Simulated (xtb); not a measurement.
# C₄H₉P: frequency calculation (part 2 of 2)

The same run, continued: C₄H₉P; GFN1-xTB (xtb 6.7.1 later snapshot). The geometry was optimised with GFN1-xTB.

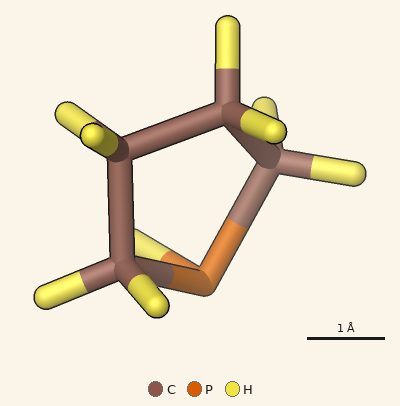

The structure (stick view, seen at a tilt).

### What the program printed, continued
```
 ---------------------------------------------------------------------------
     1   6      3.998 --     2      1.009     5      0.999     6      0.982
                             7      0.978
     2   6      3.998 --     1      1.009     3      1.003     8      0.981
                             9      0.976
     3   6      3.996 --     4      1.014     2      1.003    10      0.973
                            11      0.972
     4  15      3.116 --     3      1.014     5      1.009    12      0.986
     5   6      3.994 --     4      1.009     1      0.999    13      0.976
                            14      0.974
     6   1      1.006 --     1      0.982
     7   1      1.008 --     1      0.978
     8   1      1.006 --     2      0.981
     9   1      1.008 --     2      0.976
    10   1      1.009 --     3      0.973
    11   1      1.004 --     3      0.972
    12   1      1.013 --     4      0.986
    13   1      1.013 --     5      0.976
    14   1      1.005 --     5      0.974
 ---------------------------------------------------------------------------

Topologies differ in total number of bonds
Writing topology from bond orders to xtbtopo.mol

 dipole moment from electron density (au)
     X       Y       Z
  -0.3315   0.1508   0.4032  total (Debye):    1.381

           -------------------------------------------------
          |               Frequency Printout                |
           -------------------------------------------------
 projected vibrational frequencies (cm⁻¹)
eigval :       -0.00    -0.00    -0.00     0.00     0.00     0.00
eigval :       75.33   178.40   384.17   432.46   528.42   555.60
eigval :      615.78   623.59   659.44   703.27   712.08   752.86
eigval :      761.77   771.36   777.05   792.96   896.89   933.42
eigval :      982.48  1013.93  1033.53  1057.18  1064.56  1078.16
eigval :     1140.52  1165.50  1195.95  1586.65  2180.32  2183.61
eigval :     2184.46  2189.44  2240.33  2242.58  2247.43  2254.37
 reduced masses (amu)
    1:      4.08    2:      5.00    3:      4.36    4:      6.63    5:      5.89    6:      7.74
    7:      2.94    8:      2.64    9:      3.32   10:      3.34   11:      2.25   12:      2.73
   13:      4.50   14:      3.42   15:      2.65   16:      2.47   17:      2.78   18:      2.37
   19:      2.45   20:      2.43   21:      2.53   22:      2.20   23:      2.26   24:      2.58
   25:      3.12   26:      3.48   27:      3.43   28:      2.55   29:      2.36   30:      2.48
   31:      3.87   32:      5.30   33:      7.33   34:      2.14   35:      2.20   36:      2.21
   37:      2.21   38:      2.22   39:      2.38   40:      2.37   41:      2.36   42:      2.37
 IR intensities (km·mol⁻¹)
    1:      0.25    2:      0.20    3:      0.06    4:      0.28    5:      0.06    6:      0.10
    7:      0.90    8:      0.16    9:      4.21   10:      9.35   11:      1.17   12:      9.05
   13:     50.14   14:     20.55   15:      3.06   16:     22.57   17:      7.59   18:      9.16
   19:      3.52   20:     10.83   21:     12.82   22:      6.54   23:      1.16   24:      3.17
   25:      2.19   26:      6.25   27:     21.07   28:     13.34   29:      2.38   30:      3.54
   31:      1.80   32:      0.52   33:      4.83   34:    279.60   35:      9.29   36:      5.57
   37:      9.12   38:      4.88   39:      2.55   40:      4.01   41:      4.92   42:     30.97
 Raman intensities (Ä⁴*amu⁻¹)
    1:      0.00    2:      0.00    3:      0.00    4:      0.00    5:      0.00    6:      0.00
    7:      0.00    8:      0.00    9:      0.00   10:      0.00   11:      0.00   12:      0.00
   13:      0.00   14:      0.00   15:      0.00   16:      0.00   17:      0.00   18:      0.00
   19:      0.00   20:      0.00   21:      0.00   22:      0.00   23:      0.00   24:      0.00
   25:      0.00   26:      0.00   27:      0.00   28:      0.00   29:      0.00   30:      0.00
   31:      0.00   32:      0.00   33:      0.00   34:      0.00   35:      0.00   36:      0.00
   37:      0.00   38:      0.00   39:      0.00   40:      0.00   41:      0.00   42:      0.00
 output can be read by thermo (or use thermo option).
 writing <g98.out> molden fake output.
 recommended (thermochemical) frequency scaling factor: 1.0
           -------------------------------------------------
          |             Thermodynamic Functions             |
Molecule has no symmetry elements
It seems to be the C1 point group
           -------------------------------------------------

c1  symmetry found (for desy threshold:  0.10E+00) used in thermo

          ...................................................
          :                      SETUP                      :
          :.................................................:
          :  # frequencies                          36      :
          :  # imaginary freq.                       0      :
          :  linear?                             false      :
          :  only rotor calc.                    false      :
          :  symmetry                               c1      :
          :  rotational number                       1      :
          :  scaling factor                  1.0000000      :
          :  rotor cutoff                   50.0000000 cm⁻¹ :
          :  imag. cutoff                  -20.0000000 cm⁻¹ :
          :.................................................:

    mode    ω/cm⁻¹     T·S(HO)/kcal·mol⁻¹    T·S(FR)/kcal·mol⁻¹   T·S(vib)
   ------------------------------------------------------------------------
       1     75.33    -1.19526 ( 83.75%)    -0.93471 ( 16.25%)    -1.15292
       2    178.40    -0.69919 ( 99.39%)    -0.67956 (  0.61%)    -0.69907
   ------------------------------------------------------------------------

   temp. (K)  partition function   enthalpy   heat capacity  entropy
                                   cal/mol     cal/K/mol   cal/K/mol   J/K/mol
 298.15  VIB   13.5                 2393.231     20.677     13.061
         ROT  0.149E+06              888.727      2.981     26.656
         INT  0.202E+07             3281.959     23.657     39.716
         TR   0.293E+26             1481.212      4.968     39.632
         TOT                        4763.1709    28.6254    79.3480   331.9920

       T/K    H(0)-H(T)+PV         H(T)/Eh          T*S/Eh         G(T)/Eh
   ------------------------------------------------------------------------
    298.15    0.759060E-02    0.991635E-01    0.377008E-01    0.614627E-01
   ------------------------------------------------------------------------

         :::::::::::::::::::::::::::::::::::::::::::::::::::::
         ::                  THERMODYNAMIC                  ::
         :::::::::::::::::::::::::::::::::::::::::::::::::::::
         :: total free energy         -15.886841836917 Eh   ::
         ::.................................................::
         :: total energy              -15.948304526730 Eh   ::
         :: zero point energy           0.091572880189 Eh   ::
         :: G(RRHO) w/o ZPVE           -0.030110190376 Eh   ::
         :: G(RRHO) contrib.            0.061462689813 Eh   ::
         :::::::::::::::::::::::::::::::::::::::::::::::::::::

           -------------------------------------------------
          | TOTAL ENERGY              -15.948304526730 Eh   |
          | TOTAL ENTHALPY            -15.849141050545 Eh   |
          | TOTAL FREE ENERGY         -15.886841836917 Eh   |
          | GRADIENT NORM               0.000021229138 Eh/α |
          | HOMO-LUMO GAP               5.722869035105 eV   |
           -------------------------------------------------

------------------------------------------------------------------------
------------------------------------------------------------------------
 total:
 *  cpu-time:     0 d,  0 h,  0 min,  0.781 sec
 * ratio c/w:     1.000 speedup
 SCF:
 *  cpu-time:     0 d,  0 h,  0 min,  0.011 sec
 * ratio c/w:     1.000 speedup
 analytical hessian:
 *  cpu-time:     0 d,  0 h,  0 min,  0.762 sec
 * ratio c/w:     1.000 speedup
```

### File vibspectrum
```
$vibrational spectrum
#  mode     symmetry     wave number   IR intensity    selection rules
#                         cm**(-1)      (km*mol⁻¹)        IR
     1                      -0.00         0.00000          -
     2                      -0.00         0.00000          -
     3                      -0.00         0.00000          -
     4                       0.00         0.00000          -
     5                       0.00         0.00000          -
     6                       0.00         0.00000          -
     7        a             75.33         0.90424         YES
     8        a            178.40         0.15671         YES
     9        a            384.17         4.20754         YES
    10        a            432.46         9.34966         YES
    11        a            528.42         1.16890         YES
    12        a            555.60         9.04648         YES
    13        a            615.78        50.13802         YES
    14        a            623.59        20.55368         YES
    15        a            659.44         3.05882         YES
    16        a            703.27        22.57242         YES
    17        a            712.08         7.58516         YES
    18        a            752.86         9.15836         YES
    19        a            761.77         3.51808         YES
    20        a            771.36        10.83010         YES
    21        a            777.05        12.81504         YES
    22        a            792.96         6.54324         YES
    23        a            896.89         1.16146         YES
    24        a            933.42         3.17125         YES
    25        a            982.48         2.19379         YES
    26        a           1013.93         6.25350         YES
    27        a           1033.53        21.06619         YES
    28        a           1057.18        13.33634         YES
    29        a           1064.56         2.37999         YES
    30        a           1078.16         3.54197         YES
    31        a           1140.52         1.80041         YES
    32        a           1165.50         0.52480         YES
    33        a           1195.95         4.82828         YES
    34        a           1586.65       279.60224         YES
    35        a           2180.32         9.29249         YES
    36        a           2183.61         5.57309         YES
    37        a           2184.46         9.11832         YES
    38        a           2189.44         4.88121         YES
    39        a           2240.33         2.55074         YES
    40        a           2242.58         4.01343         YES
    41        a           2247.43         4.92091         YES
    42        a           2254.37        30.97431         YES
$end
```

### Standard error
```
normal termination of xtb
```

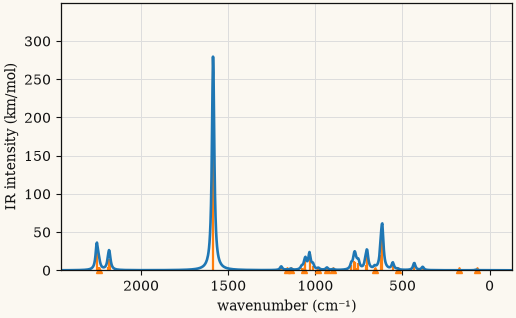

Harmonic infrared spectrum, unscaled: sticks (degenerate modes added up, dark ones marked on the axis) with a Lorentzian envelope of 16 cm⁻¹ full width, scaled to the tallest stick. 36 modes from 75 to 2254 cm⁻¹, none imaginary. The strongest line is at 1587 cm⁻¹ (280 km/mol).

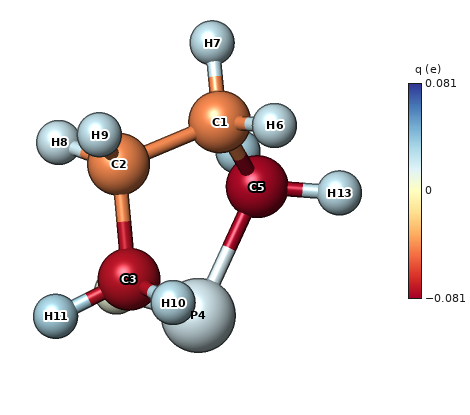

Mulliken charges, as the colour of each atom (ball-and-stick view, seen at a tilt; atoms are numbered from 1 in the order of the input). By element: C −0.08 to −0.04, P +0.02 and H +0.01 to +0.03 e.

This output came from the following input.

### The input (mol.xyz)
```
14

C     -0.637958     0.967856     0.105980
C     -0.083034    -0.032442     1.122345
C      1.189879    -0.625772     0.513432
P      0.819815    -0.953742    -1.288633
C     -0.537923     0.346314    -1.297770
H     -0.041419     1.884888     0.141287
H     -1.672815     1.229772     0.341714
H     -0.814885    -0.827969     1.296248
H      0.125095     0.456116     2.078431
H      2.009952     0.094139     0.588349
H      1.501596    -1.531187     1.037809
H     -0.055572    -2.028783    -1.014862
H     -0.311224     1.121070    -2.033912
H     -1.491508    -0.100239    -1.590417
```

### File detailed.inp
```
$hess
   modify mass: 6,2.0141
   modify mass: 7,2.0141
   modify mass: 8,2.0141
   modify mass: 9,2.0141
   modify mass: 10,2.0141
   modify mass: 11,2.0141
   modify mass: 12,2.0141
   modify mass: 13,2.0141
   modify mass: 14,2.0141
$end
```

Launch command:
```bash
xtb mol.xyz --input detailed.inp --hess --gfn1 --uhf 0 > run.log
```

### Key numbers

```csv
quantity,value
outcome,converged
electrons treated,30
total energy,−15.948305 hartree
dispersion energy,−0.005518 hartree
basis functions,44
HOMO,−11.24 eV
LUMO,−5.52 eV
zero-point energy,0.091573 hartree
dipole moment,1.38 D
"wavenumbers, lowest and highest",75 and 2254 cm⁻¹
hardware,"1 thread of Arm Neoverse V1, 24 GiB of memory available, shared host"
wall time,0.79 s
peak memory,0.071 GiB
```
